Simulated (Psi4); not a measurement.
# SiNH3F− (SMILES N[SiH-]F): levels of theory compared

Aim: a comparison of 3 runs (HF/STO-3G, HF/def2-SVP, MP2/STO-3G) of SiNH3F−. 

The results are computed with Psi4 1.11.

4 further runs of the same task are left out: 4 that didn't finish.

### Step 1. The structure to begin with

The species is SiNH3F− (6 atoms), meant as a singlet with charge -1. As SMILES, `N[SiH-]F`. The coordinates come from a GFN2-xTB relaxation. This is one conformer, not always the lowest.

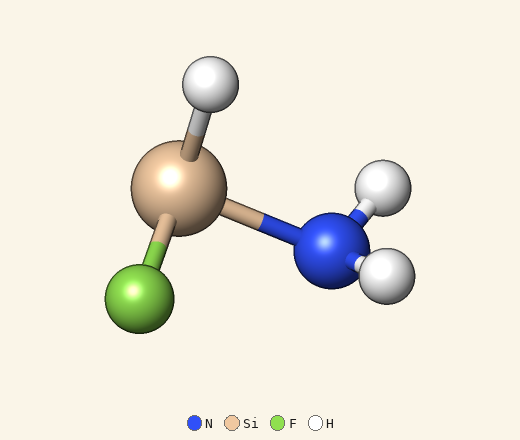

Viewed from a chosen angle; nitrogen blue, silicon light orange, fluorine green, hydrogen white.

### Step 2. Energy and forces at HF/STO-3G (run 1)

run.py

```python
import psi4

psi4.set_memory('1600 MB')
psi4.set_num_threads(1)
psi4.set_output_file('psi4.out', False)

m = psi4.geometry("""
-1 1
N
Si 1 1.786114
F 2 1.718744 1 97.35671
H 1 1.014212 2 111.26174 3 -166.81136
H 1 1.021486 4 107.09902 2 -126.79726
H 2 1.559796 3 93.08138 1 -103.38432
units angstrom
symmetry c1
no_reorient
no_com
""")

psi4.set_options(dict(basis='STO-3G', puream=True, e_convergence=1e-09, d_convergence=1e-08, scf_type='pk'))

energy_value, wavefunction = psi4.gradient("hf", molecule=m, return_wfn=True)
print('gradient / Eh bohr^-1')
print(energy_value.np.round(6))
print(f'energy = {wavefunction.energy():.10f} Eh')
for k, v in sorted(psi4.core.scalar_variables().items()):
    print(f'{k:45s} {v:18.10f}')
```

Run with:

```console
python run.py
```

psi4.out:

```text
[...]
  Running in c1 symmetry.
[...]
  Nuclear repulsion =  105.937441911409834
[...]
  Multiplicity = 1
[...]
  Nalpha       = 17
  Nbeta        = 17
[...]
    Number of basis functions: 22
[...]
   @RHF iter   1:  -438.87363927581458   -1.96052e+00   1.18914e-02 DIIS/ADIIS
[...]
   @RHF iter  10:  -438.94047782014781   -1.13687e-13   2.79788e-09 DIIS
[...]
    Orbital Energies [Eh]
    ---------------------
    Doubly Occupied:
       1A    -67.538885     2A    -25.430172     3A    -14.952192
       4A     -5.549230     5A     -3.568974     6A     -3.567886
       7A     -3.567399     8A     -1.080226     9A     -0.790100
      10A     -0.319582    11A     -0.312750    12A     -0.179097
      13A     -0.127602    14A     -0.094475    15A     -0.085155
      16A     -0.034401    17A      0.110667
[...]
  @RHF Final Energy:  -438.94047782014781
   => Energetics <=
    Nuclear Repulsion Energy =            105.9374419114098345
    One-Electron Energy =                -835.5809232956203232
    Two-Electron Energy =                 290.7030035640627261
    Total Energy =                       -438.9404778201478052
[...]
 Multipole Moments:
 ------------------------------------------------------------------------------------
     Multipole            Electronic (a.u.)      Nuclear  (a.u.)        Total (a.u.)
 ------------------------------------------------------------------------------------
 L = 1.  Multiply by 2.5417464519 to convert [e a0] to [Debye]
 Dipole X            :         -2.0861047            2.1602668            0.0741621
 Dipole Y            :         -3.0443045            2.9193485           -0.1249560
 Dipole Z            :          2.9223543           -3.2455006           -0.3231463
 Magnitude           :                                                    0.3543128
[...]
  -Total Gradient:
     Atom            X                  Y                   Z
    ------   -----------------  -----------------  -----------------
       1        0.008680250275     0.020072117527     0.002679792036
       2       -0.004787308860     0.009709959340    -0.053600178297
       3       -0.001803796324    -0.022741791380     0.010268298662
       4       -0.009569582296    -0.010944133750     0.010627567140
       5       -0.012064833565    -0.001352720422     0.010949526536
       6        0.019545270770     0.005256568688     0.019074993926
[...]
```

The script printed:

```text
gradient / Eh bohr^-1
[[ 0.00868   0.020072  0.00268 ]
 [-0.004787  0.00971  -0.0536  ]
 [-0.001804 -0.022742  0.010268]
 [-0.00957  -0.010944  0.010628]
 [-0.012065 -0.001353  0.01095 ]
 [ 0.019545  0.005257  0.019075]]
energy = -438.9404778201 Eh
CURRENT ENERGY                                   -438.9404778201
CURRENT REFERENCE ENERGY                         -438.9404778201
DD SOLVATION ENERGY                                 0.0000000000
HF KINETIC ENERGY                                 435.9228104404
HF POTENTIAL ENERGY                              -874.8632882606
HF TOTAL ENERGY                                  -438.9404778201
HF VIRIAL RATIO                                     2.0069224810
NUCLEAR REPULSION ENERGY                          105.9374419114
ONE-ELECTRON ENERGY                              -835.5809232956
PCM POLARIZATION ENERGY                             0.0000000000
PE ENERGY                                           0.0000000000
SCF ITERATION ENERGY                             -438.9404778201
SCF ITERATIONS                                     10.0000000000
SCF TOTAL ENERGY                                 -438.9404778201
TWO-ELECTRON ENERGY                               290.7030035641
```

It took 1.1 s on 1 thread of INTEL XEON PLATINUM 8581C at 2.30GHz (Emerald Rapids), shared host; peak memory 0.18 GiB.

### Step 3. The energy at HF/def2-SVP (run 2)

fh3nsi.py

```python
import psi4

psi4.set_memory('1600 MB')
psi4.set_num_threads(1)
psi4.set_output_file('fh3nsi.out', False)

m = psi4.geometry("""
-1 1
N     -0.706270     0.064100    -0.656360
Si    -0.018400    -0.572650     0.864030
F      1.343770    -1.362790     0.175370
H     -1.421390     0.759670    -0.473570
H     -0.032070     0.487510    -1.296370
H      0.834370     0.624160     1.386900
symmetry c1
""")

psi4.set_options({
    'basis': 'def2-SVP',
    'puream': True,
    'e_convergence': 1e-09,
    'd_convergence': 1e-08,
    'scf_type': 'pk',
})

result, w = psi4.energy('hf', molecule=m, return_wfn=True)
psi4.oeprop(w, 'MULLIKEN_CHARGES', 'DIPOLE', 'QUADRUPOLE', title='HF')
print('E =', round(result, 9))
```

Run with:

```console
python fh3nsi.py
```

fh3nsi.out:

```text
[...]
  Running in c1 symmetry.
[...]
  Nuclear repulsion =  105.937450292562033
[...]
  Multiplicity = 1
[...]
  Nalpha       = 17
  Nbeta        = 17
[...]
    Number of basis functions: 61
[...]
   @RHF iter   1:  -444.25163073272483   -8.72360e-01   8.56104e-03 DIIS/ADIIS
[...]
   @RHF iter  12:  -444.38326490446690   -8.52651e-13   2.05759e-09 DIIS
[...]
    Orbital Energies [Eh]
    ---------------------
    Doubly Occupied:
       1A    -68.528831     2A    -25.999572     3A    -15.324530
       4A     -5.890005     5A     -3.999773     6A     -3.998899
       7A     -3.997300     8A     -1.267731     9A     -0.903789
      10A     -0.484608    11A     -0.437591    12A     -0.394269
      13A     -0.389692    14A     -0.352044    15A     -0.280112
      16A     -0.196045    17A     -0.051821
[...]
  @RHF Final Energy:  -444.38326490446690
   => Energetics <=
    Nuclear Repulsion Energy =            105.9374502925620334
    One-Electron Energy =                -835.6482088760159286
    Two-Electron Energy =                 285.3274936789869685
    Total Energy =                       -444.3832649044668983
[...]
 Multipole Moments:
 ------------------------------------------------------------------------------------
     Multipole            Electronic (a.u.)      Nuclear  (a.u.)        Total (a.u.)
 ------------------------------------------------------------------------------------
 L = 1.  Multiply by 2.5417464519 to convert [e a0] to [Debye]
 Dipole X            :          2.2471457           -2.2741295           -0.0269839
 Dipole Y            :         -3.6054675            4.1814664            0.5759990
 Dipole Z            :          0.1553789           -1.0326147           -0.8772358
 Magnitude           :                                                    1.0497836
 L = 2.  Multiply by 1.3450342976 to convert [e a0^2] to [Debye ang]
 Quadrupole XX       :       -101.2792434           76.1236197          -25.1556237
 Quadrupole XY       :         48.5292683          -49.6077098           -1.0784415
[...]
  Mulliken Charges: (a.u.)
   Center  Symbol    Alpha    Beta     Spin     Total
       1     N     3.77625  3.77625  0.00000 -0.55250
       2    SI     6.79152  6.79152  0.00000  0.41697
       3     F     4.80700  4.80700  0.00000 -0.61399
       4     H     0.46309  0.46309  0.00000  0.07382
       5     H     0.46258  0.46258  0.00000  0.07483
       6     H     0.69956  0.69956  0.00000 -0.39913
   Total alpha = 17.00000, Total beta = 17.00000, Total charge = -1.00000
```

The script printed:

```text
E = -444.383264904
```

Wall time 1.3 s (1 thread of INTEL XEON PLATINUM 8581C at 2.30GHz (Emerald Rapids), shared host); peak memory 0.21 GiB.

### Step 4. A single-point energy at MP2/STO-3G (run 3)

fh3nsi.in

```
memory 1.6 GB

molecule {
  -1 1
  N     -0.706270     0.064100    -0.656360
  Si    -0.018400    -0.572650     0.864030
  F      1.343770    -1.362790     0.175370
  H     -1.421390     0.759670    -0.473570
  H     -0.032070     0.487510    -1.296370
  H      0.834370     0.624160     1.386900
  symmetry c1
}

set {
  puream true
  e_convergence 1e-09
  d_convergence 1e-08
  scf_type pk
  num_frozen_docc 7
  mp2_type conv
}

energy("mp2/STO-3G")
```

Run with:

```console
psi4 -n 1 fh3nsi.in fh3nsi.out
```

fh3nsi.out:

```text
[...]
  Running in c1 symmetry.
[...]
  Nuclear repulsion =  105.937450292562033
[...]
  Multiplicity = 1
[...]
  Nalpha       = 17
  Nbeta        = 17
[...]
    Number of basis functions: 22
[...]
   @RHF iter   1:  -438.87363924862433   -1.96052e+00   1.18914e-02 ADIIS/DIIS
[...]
   @RHF iter  10:  -438.94047780468134    0.00000e+00   2.79788e-09 DIIS
[...]
    Orbital Energies [Eh]
    ---------------------
    Doubly Occupied:
       1A    -67.538885     2A    -25.430172     3A    -14.952192
       4A     -5.549230     5A     -3.568974     6A     -3.567886
       7A     -3.567399     8A     -1.080226     9A     -0.790100
      10A     -0.319582    11A     -0.312750    12A     -0.179097
      13A     -0.127602    14A     -0.094475    15A     -0.085155
      16A     -0.034401    17A      0.110667
[...]
  @RHF Final Energy:  -438.94047780468134
   => Energetics <=
    Nuclear Repulsion Energy =            105.9374502925620334
    One-Electron Energy =                -835.5809404334652299
    Two-Electron Energy =                 290.7030123362218319
    Total Energy =                       -438.9404778046813362
[...]
 Multipole Moments:
 ------------------------------------------------------------------------------------
     Multipole            Electronic (a.u.)      Nuclear  (a.u.)        Total (a.u.)
 ------------------------------------------------------------------------------------
 L = 1.  Multiply by 2.5417464519 to convert [e a0] to [Debye]
 Dipole X            :          2.2832636           -2.2741295            0.0091341
 Dipole Y            :         -4.0564487            4.1814664            0.1250178
 Dipole Z            :          0.7012162           -1.0326147           -0.3313985
 Magnitude           :                                                    0.3543132
[...]
	SCS-MP2 Total Energy (a.u.)        :  -439.03392647988932
	SOS-MP2 Total Energy (a.u.)        :  -439.03123486768033
	SCSN-MP2 Total Energy (a.u.)       :  -438.95468951714497
[...]
	SOS-PI-MP2 Total Energy (a.u.)     :  -439.04636104484683
[...]
	MP2 Total Energy (a.u.)            :  -439.02418352714091
[...]
```

Wall time 1.1 s (1 thread of INTEL XEON PLATINUM 8581C at 2.30GHz (Emerald Rapids), shared host); peak memory 0.18 GiB.

### Step 5. The series

```
run        level      task  frozen core orbitals  energy (Eh)  HOMO energy (eV)  LUMO energy (eV)  HOMO–LUMO gap (eV)  wall time
  1    HF/STO-3G  gradient                     0  -438.940478              3.01             21.11               18.10      1.1 s
  2  HF/def2-SVP    energy                     0  -444.383265             -1.41              9.51               10.92      1.3 s
  3   MP2/STO-3G    energy                     7  -439.024184              3.01             21.11               18.10      1.1 s
```

### Step 6. What came out

| quantity | value |
| --- | --- |
| run 3: total energy | -439.02418 Eh |
| run 3: HOMO energy (Hartree–Fock orbitals) | 3.01 eV |
| run 3: LUMO energy (Hartree–Fock orbitals) | 21.11 eV |
| run 3: HOMO–LUMO gap (to an unbound level, set by the basis) | 18.10 eV |
| run 3: correlation energy (7 core orbitals frozen) | -83.7 mEh |

In words: In runs 1, 3 the HOMO lies above zero, so the outermost electron may be held by the basis alone. In runs 1, 3 the basis is minimal, so the values are rough. All runs together took 3.5 s, the longest 1.3 s.
